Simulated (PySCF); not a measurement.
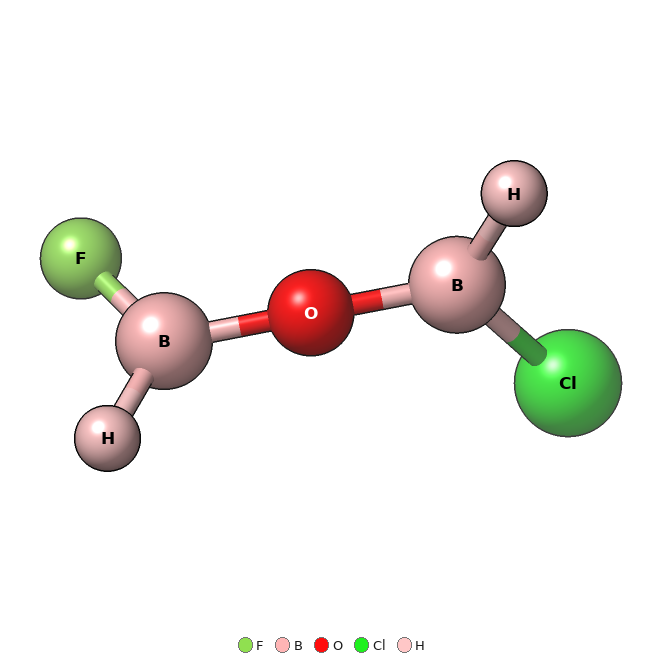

Orthographic view. Distant atoms are faded towards the background colour. The computed structure is the end point of a PBE0-D3(BJ)/def2-SVP optimisation. No frequency run is at hand to confirm it as a minimum.

Give the standard InChI.

InChI=1S/B2ClFH2O/c3-1-5-2-4/h1-2H
